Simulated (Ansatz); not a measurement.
**Geometry relaxation, with input and output: C2H3Si**

The run: geometry relaxation of C2H3Si, multiplicity 2. Method and program: UKS PBE0-D4/def2-SVPD (Ansatz 0.2.0).

It belongs to a series of runs on one base structure; here: end point B relaxed. Figures and captions count atoms from 1; the log counts them from 0 in places.

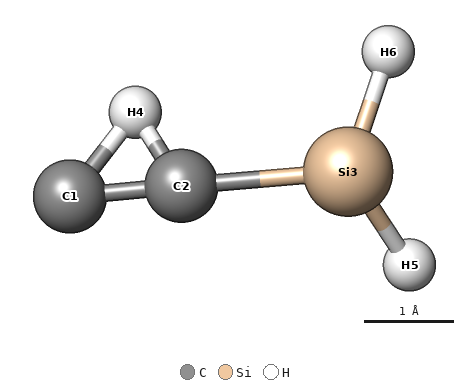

Fig. 1: The structure as given in the input (ball-and-stick view, seen on its broad side; atoms are numbered from 1 in the order of the input). Bond lengths as drawn: C–C 1.26 Å, C–H 1.09 to 1.25 Å, C–Si 1.89 Å and H–Si 1.47 to 1.48 Å.

## Input
```yaml
crystal:
  periodic: [false, false, false]
  atoms:
    - { symbol: C, position_ang: [1.053, -1.3651, 0.5567] }
    - { symbol: C, position_ang: [0.4401, -0.3366, 0.1508] }
    - { symbol: Si, position_ang: [-0.4632, 1.2006, -0.4734] }
    - { symbol: H, position_ang: [0.11572, -0.74715, 1.10701] }
    - { symbol: H, position_ang: [-1.174, 0.9075, -1.7299] }
    - { symbol: H, position_ang: [-1.3868, 1.7166, 0.5589] }
magnetization:
  spin_polarized: true
  initial_magnetization: 1
basis:
  gaussian: { orbitals: def2-SVPD }
hamiltonian:
  xc: pbe0
  dispersion: d4
relax:
  f_tol: 0.02
  max_steps: 50
output:
  orbitals: {}
```

Hardware: 2 threads of Arm Neoverse V1, 24 GiB of memory available, shared host.

Launch command:
```bash
ansatz run input.yaml --threads 2 --pin off --max-ram 3072MiB --backend cpu --events-out ev --progress --plain --runs-dir out
```

## Output
```
The last accepted step is kept in [file] (removed where the run ends without a failure and the disk answers)
Engine: ansatz 0.2.0, aarch64-unknown-linux-gnu
Functional definition: PBE0
  parameter a = 0.25
  parameter kappa = 0.804
  parameter beta = 0.06672455060314922
  exchange = (1 - a)*pbe_x(kappa = kappa, mu = beta*pi^2/3) + a*exact_x
  correlation = pbe_c(beta = beta)
775 factors; their error is unknown
mean field evaluation 1: about -9980.3413 eV, gradient 2.6e1 eV
mean field evaluation 2: about -9965.4516 eV, gradient 4.8e1 eV
mean field evaluation 4: about -9984.6550 eV, gradient 5.2e0 eV
mean field evaluation 8: about -9984.8264 eV, gradient 1.0e-1 eV
mean field evaluation 16: about -9984.8888 eV, gradient 5.3e-4 eV
mean field -9984.88883750 eV, -366.9378967775 hartree, gradient 2.0e-5 eV, S^2 0.754345; 0 other end points of the search recorded, 0 dependent functions left out
the calculation of the forces begins
reference -9984.88886855 eV, -366.9378979186 hartree; 15, 14 occupied and 73, 74 virtual orbitals, 775 factors
relax step   1: F+E_penalty+E_count = -9984.97543014 eV  Δ(F+E_penalty+E_count) = +0.000e0 eV  max|allowed force component| = 3.278e0 eV/Å  Δτ_max = 0.0000 Å  (34 SCF iters, accepted)
these checks for a lower state are left out or cut short: starts, cluster_reference, orbital_swaps, neighbouring_geometries, increment
775 factors; their error is unknown
mean field -9985.09323849 eV, -366.9454083751 hartree, gradient 1.7e-5 eV, S^2 0.754780; 0 other end points of the search recorded, 0 dependent functions left out
[... from here on the field's lines of each further geometry are left out, up to the last ...]
relax step   2: F+E_penalty+E_count = -9985.18025227 eV  Δ(F+E_penalty+E_count) = -2.048e-1 eV  max|allowed force component| = 1.488e0 eV/Å  Δτ_max = 0.0577 Å  (36 SCF iters, accepted)
relax step   3: F+E_penalty+E_count = -9985.24906277 eV  Δ(F+E_penalty+E_count) = -6.881e-2 eV  max|allowed force component| = 1.128e-1 eV/Å  Δτ_max = 0.0768 Å  (38 SCF iters, accepted)
relax step   4: F+E_penalty+E_count = -9985.25295649 eV  Δ(F+E_penalty+E_count) = -3.894e-3 eV  max|allowed force component| = 2.143e-1 eV/Å  Δτ_max = 0.1180 Å  (40 SCF iters, accepted)
relax step   5: F+E_penalty+E_count = -9985.25870469 eV  Δ(F+E_penalty+E_count) = -5.748e-3 eV  max|allowed force component| = 1.049e-1 eV/Å  Δτ_max = 0.0368 Å  (37 SCF iters, accepted)
relax step   6: F+E_penalty+E_count = -9985.25954993 eV  Δ(F+E_penalty+E_count) = -8.452e-4 eV  max|allowed force component| = 4.567e-1 eV/Å  Δτ_max = 0.0618 Å  (36 SCF iters, accepted)
relax step   7: F+E_penalty+E_count = -9985.26210133 eV  Δ(F+E_penalty+E_count) = -2.551e-3 eV  max|allowed force component| = 1.976e-1 eV/Å  Δτ_max = 0.0284 Å  (36 SCF iters, accepted)
relax step   8: F+E_penalty+E_count = -9985.26216030 eV  Δ(F+E_penalty+E_count) = -5.897e-5 eV  max|allowed force component| = 1.406e-1 eV/Å  Δτ_max = 0.0382 Å  (36 SCF iters, accepted)
relax step   9: F+E_penalty+E_count = -9985.26430913 eV  Δ(F+E_penalty+E_count) = -2.149e-3 eV  max|allowed force component| = 1.402e-1 eV/Å  Δτ_max = 0.0743 Å  (35 SCF iters, accepted)
relax step  10: F+E_penalty+E_count = -9985.26524685 eV  Δ(F+E_penalty+E_count) = -9.377e-4 eV  max|allowed force component| = 2.935e-2 eV/Å  Δτ_max = 0.0351 Å  (35 SCF iters, accepted)
relax step  11: F+E_penalty+E_count = -9985.26539243 eV  Δ(F+E_penalty+E_count) = -1.456e-4 eV  max|allowed force component| = 2.369e-2 eV/Å  Δτ_max = 0.0094 Å  (37 SCF iters, accepted)
relax step  12: F+E_penalty+E_count = -9985.26547929 eV  Δ(F+E_penalty+E_count) = -8.686e-5 eV  max|allowed force component| = 3.384e-2 eV/Å  Δτ_max = 0.0059 Å  (36 SCF iters, accepted)
the calculation of the forces begins
reference -9985.17677839 eV, -366.9484784099 hartree; 15, 14 occupied and 73, 74 virtual orbitals, 775 factors
relax step  13: F+E_penalty+E_count = -9985.26552009 eV  Δ(F+E_penalty+E_count) = -4.080e-5 eV  max|allowed force component| = 8.225e-3 eV/Å  Δτ_max = 0.0052 Å  (37 SCF iters, accepted)
```

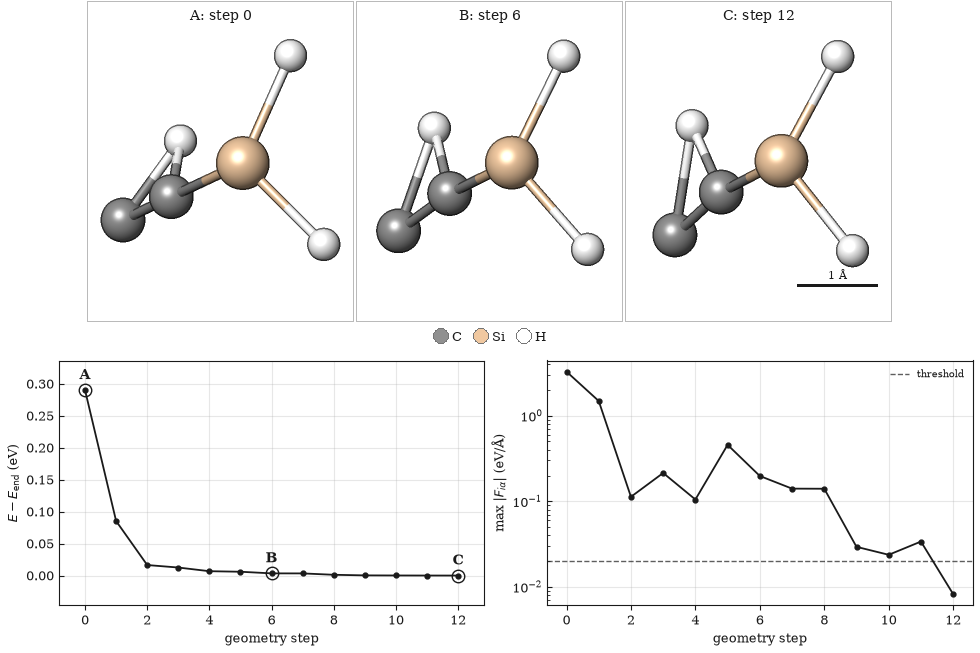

Fig. 2: Frames of the relaxation (ball-and-stick view, seen at a tilt) above the curves, on which the letters mark them (the first geometry is step 0 here and step 1 in the log).

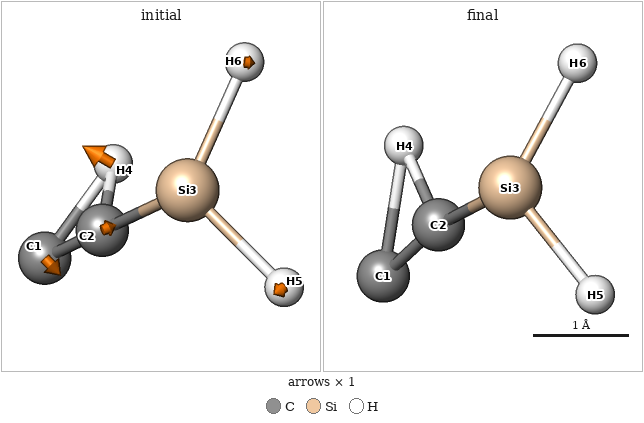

Fig. 3: Before (left) and after (right) the relaxation, at one scale (ball-and-stick view, seen at a tilt). The orange arrows give the displacements, at true length. After 12 geometry steps the energy has fallen by 0.290 eV. The largest force component goes from 3.3 to 0.0082 eV/Å. The largest move after the best rigid fit is that of H4, 0.38 Å. Largest moves by element: H 0.38 Å, C 0.26 Å, Si 0.04 Å. Among the contacts that change: C1–H4 1.250 → 1.410 Å, C2–H4 1.090 → 1.189 Å, C2–Si3 1.889 → 1.845 Å, Si3–H5 1.473 → 1.490 Å. Among the angles that change: C1–C2–Si3 179.3° → 166.5°, C1–H4–C2 65.0° → 58.3°, Si3–C2–H4 117.0° → 123.2°. (Atoms are counted from 1 in the order of the input.)

```
775 factors; their error is unknown
mean field -9985.17674787 eV, -366.9484772883 hartree, gradient 2.1e-5 eV, S^2 0.756517; 1 other end points of the search recorded, 0 dependent functions left out
the calculation of the forces begins
reference -9985.17677839 eV, -366.9484784099 hartree; 15, 14 occupied and 73, 74 virtual orbitals, 775 factors
Total energy: -9985.26555061 eV, -366.9517407287 hartree
Atom 0 at     0.932976    -1.453151     0.347826 Å, force     0.006092    -0.006690    -0.000665 eV/Å
Atom 1 at     0.278776    -0.365096     0.186711 Å, force    -0.007400     0.008225     0.003282 eV/Å
Atom 2 at    -0.475719     1.198490    -0.436846 Å, force     0.000752    -0.004710     0.000850 eV/Å
Atom 3 at     0.375053    -0.624777     1.342858 Å, force    -0.000160     0.001044    -0.001443 eV/Å
Atom 4 at    -1.020640     0.947291    -1.800327 Å, force    -0.000690     0.002220    -0.000447 eV/Å
Atom 5 at    -1.505626     1.673093     0.529888 Å, force     0.001407    -0.000088    -0.001578 eV/Å
Dipole moment:    -0.314525     0.543278     0.011240 e Å
```

## Trajectory as extended XYZ (Å, eV, eV/Å), 13 frames, from step=1 to step=13
```
6
Properties=species:S:1:pos:R:3:forces:R:3 step=1 energy=-9984.97543
C     1.0530   -1.3651    0.5567    1.2042  -0.8580  -0.5566
C     0.4401   -0.3366    0.1508    0.0346   2.0832  -2.7957
Si   -0.4632    1.2006   -0.4734    0.6880  -0.4963   0.1216
H     0.1157   -0.7471    1.1070   -1.7774  -0.6101   3.2785
H    -1.1740    0.9075   -1.7299   -0.0927  -0.0963  -0.2898
H    -1.3868    1.7166    0.5589   -0.0568  -0.0225   0.2421
6
Properties=species:S:1:pos:R:3:forces:R:3 step=2 energy=-9985.18025
C     1.0513   -1.3472    0.5313    0.5226  -0.2749  -0.3656
C     0.4166   -0.3172    0.1391   -0.0088   0.7934  -1.1472
Si   -0.4554    1.2052   -0.4919    0.2969  -0.2731   0.1097
H     0.0969   -0.7428    1.1602   -0.7373  -0.2646   1.4875
H    -1.1653    0.9000   -1.7601   -0.0421  -0.0015  -0.0830
H    -1.3592    1.6779    0.5915   -0.0312   0.0207  -0.0014
6
Properties=species:S:1:pos:R:3:forces:R:3 step=3 energy=-9985.24906
C     1.0581   -1.3477    0.4911    0.0248   0.0606  -0.0970
C     0.3897   -0.3198    0.1351   -0.0820  -0.0123   0.0333
Si   -0.4540    1.1976   -0.4923    0.0204  -0.0006  -0.0317
H     0.1168   -0.7513    1.2339    0.0084  -0.0566   0.1128
H    -1.1560    0.9163   -1.7783    0.0219   0.0051   0.0215
H    -1.3697    1.6808    0.5807    0.0064   0.0039  -0.0389
6
Properties=species:S:1:pos:R:3:forces:R:3 step=4 energy=-9985.25296
C     1.0644   -1.3421    0.4179   -0.1170   0.0465   0.0320
C     0.3104   -0.3389    0.1745    0.1796  -0.1962   0.1329
Si   -0.4600    1.2016   -0.4811   -0.0520   0.0052   0.0754
H     0.1978   -0.7957    1.3073    0.0200   0.1156  -0.2143
H    -1.1205    0.9210   -1.7843   -0.0002  -0.0116  -0.0594
H    -1.4073    1.7299    0.5358   -0.0304   0.0406   0.0335
6
Properties=species:S:1:pos:R:3:forces:R:3 step=5 energy=-9985.25871
C     1.0536   -1.3594    0.4363   -0.0695   0.0885  -0.0430
C     0.3389   -0.3362    0.1593    0.0358  -0.1049   0.0968
Si   -0.4666    1.1976   -0.4779    0.0222   0.0013   0.0023
H     0.1870   -0.7665    1.2876    0.0123   0.0394  -0.0551
H    -1.1205    0.9214   -1.7886   -0.0005  -0.0001   0.0129
H    -1.4075    1.7190    0.5534   -0.0003  -0.0242  -0.0140
6
Properties=species:S:1:pos:R:3:forces:R:3 step=6 energy=-9985.25955
C     1.0178   -1.3785    0.4037    0.2959  -0.4567   0.0998
C     0.3237   -0.3408    0.1685   -0.2738   0.4056  -0.1023
Si   -0.4631    1.2002   -0.4684   -0.0181   0.0186   0.0075
H     0.2292   -0.7255    1.3062    0.0052   0.0175   0.0051
H    -1.0936    0.9217   -1.7895    0.0017   0.0079  -0.0033
H    -1.4292    1.6988    0.5496   -0.0109   0.0072  -0.0069
6
Properties=species:S:1:pos:R:3:forces:R:3 step=7 energy=-9985.26210
C     1.0085   -1.3918    0.3995    0.1201  -0.1976   0.0318
C     0.3153   -0.3475    0.1669   -0.1058   0.1617  -0.0221
Si   -0.4634    1.2005   -0.4645   -0.0287   0.0045   0.0022
H     0.2507   -0.7083    1.3136    0.0043   0.0200  -0.0065
H    -1.0854    0.9299   -1.7916    0.0109   0.0064  -0.0025
H    -1.4408    1.6931    0.5462   -0.0009   0.0049  -0.0029
6
Properties=species:S:1:pos:R:3:forces:R:3 step=8 energy=-9985.26216
C     0.9969   -1.4082    0.3947    0.0797  -0.1154  -0.0228
C     0.3088   -0.3573    0.1696   -0.1146   0.1406  -0.0592
Si   -0.4747    1.1945   -0.4557    0.0556   0.0114  -0.0079
H     0.2871   -0.6997    1.3210   -0.0223   0.0260   0.0725
H    -1.0722    0.9420   -1.7963    0.0003  -0.0217  -0.0025
H    -1.4611    1.7045    0.5367    0.0013  -0.0408   0.0198
6
Properties=species:S:1:pos:R:3:forces:R:3 step=9 energy=-9985.26431
C     0.9595   -1.4369    0.3709   -0.0746   0.1094  -0.0055
C     0.2887   -0.3641    0.1728    0.0381  -0.0884   0.1384
Si   -0.4755    1.1982   -0.4474    0.0196  -0.0193   0.0013
H     0.3399   -0.6509    1.3399    0.0120   0.0141  -0.1402
H    -1.0423    0.9496   -1.8035    0.0014  -0.0011   0.0185
H    -1.4855    1.6799    0.5374    0.0035  -0.0146  -0.0125
6
Properties=species:S:1:pos:R:3:forces:R:3 step=10 energy=-9985.26525
C     0.9369   -1.4455    0.3595    0.0127  -0.0294  -0.0104
C     0.2769   -0.3648    0.1802    0.0205  -0.0061  -0.0091
Si   -0.4740    1.1998   -0.4407   -0.0146   0.0070   0.0002
H     0.3693   -0.6317    1.3391   -0.0072   0.0088   0.0256
H    -1.0257    0.9487   -1.8013   -0.0022   0.0052  -0.0047
H    -1.4986    1.6693    0.5333   -0.0092   0.0145  -0.0016
6
Properties=species:S:1:pos:R:3:forces:R:3 step=11 energy=-9985.26539
C     0.9328   -1.4502    0.3563    0.0085  -0.0173  -0.0024
C     0.2767   -0.3662    0.1815    0.0045  -0.0004   0.0237
Si   -0.4757    1.1991   -0.4383   -0.0056   0.0054  -0.0048
H     0.3779   -0.6289    1.3417   -0.0044   0.0074  -0.0163
H    -1.0225    0.9506   -1.8014   -0.0002   0.0012  -0.0031
H    -1.5044    1.6715    0.5303   -0.0028   0.0037   0.0029
6
Properties=species:S:1:pos:R:3:forces:R:3 step=12 energy=-9985.26548
C     0.9356   -1.4512    0.3518    0.0123  -0.0223  -0.0007
C     0.2784   -0.3664    0.1839   -0.0158   0.0338   0.0060
Si   -0.4754    1.1988   -0.4375    0.0001  -0.0135  -0.0020
H     0.3725   -0.6266    1.3414    0.0007  -0.0010  -0.0012
H    -1.0224    0.9479   -1.8004   -0.0006   0.0050   0.0009
H    -1.5039    1.6735    0.5309    0.0034  -0.0021  -0.0031
6
Properties=species:S:1:pos:R:3:forces:R:3 step=13 energy=-9985.26552
C     0.9330   -1.4532    0.3478    0.0061  -0.0067  -0.0007
C     0.2788   -0.3651    0.1867   -0.0074   0.0082   0.0033
Si   -0.4757    1.1985   -0.4368    0.0008  -0.0047   0.0008
H     0.3751   -0.6248    1.3429   -0.0002   0.0010  -0.0014
H    -1.0206    0.9473   -1.8003   -0.0007   0.0022  -0.0004
H    -1.5056    1.6731    0.5299    0.0014  -0.0001  -0.0016
```

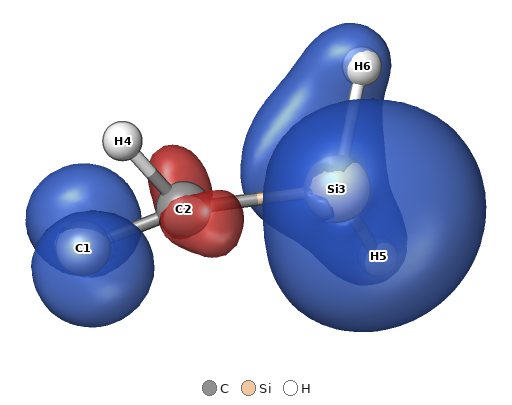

Fig. 4: Isosurfaces of the spin density (α minus β) at +0.015 (blue) and −0.015 e/Å³ (red), seen at a tilt. The unpaired spin (1 electron) lies mostly on Si3 (about 0.8) and C1 (about 0.1), in electrons by Hirshfeld's partition.

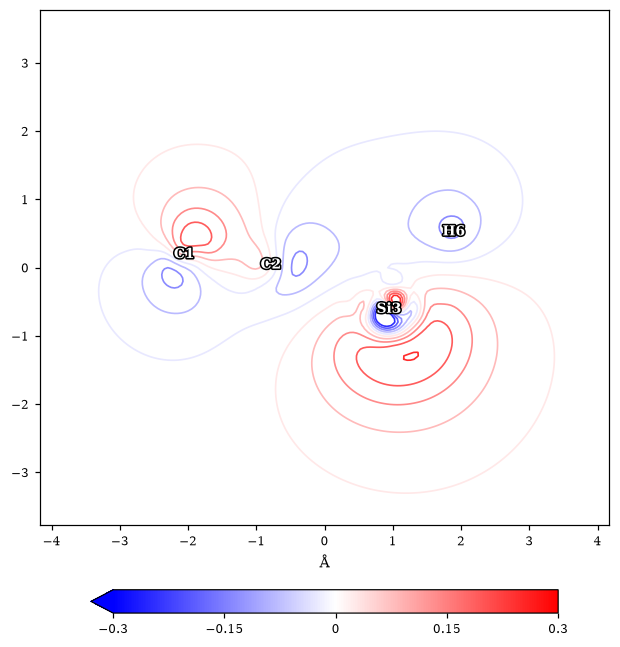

Fig. 5: One frontier orbital on the plane of atoms C1, C2 and Si3 (values in Å⁻³ᐟ²; the overall sign is arbitrary). The LUMO (β), at −3.17 eV. It lies mainly on Si3 (70 %) and C1 (10 %).

## Key numbers

| quantity | value |
| --- | --- |
| outcome | converged |
| total energy | −9985.2656 eV |
| mean-field energy | −9985.1768 eV |
| ⟨S²⟩ | 0.757 |
| largest force (length of the vector) at the end | 0.012 eV/Å |
| wall time | 28 s (CPU time 55 s) |
| peak memory | 0.18 GiB |
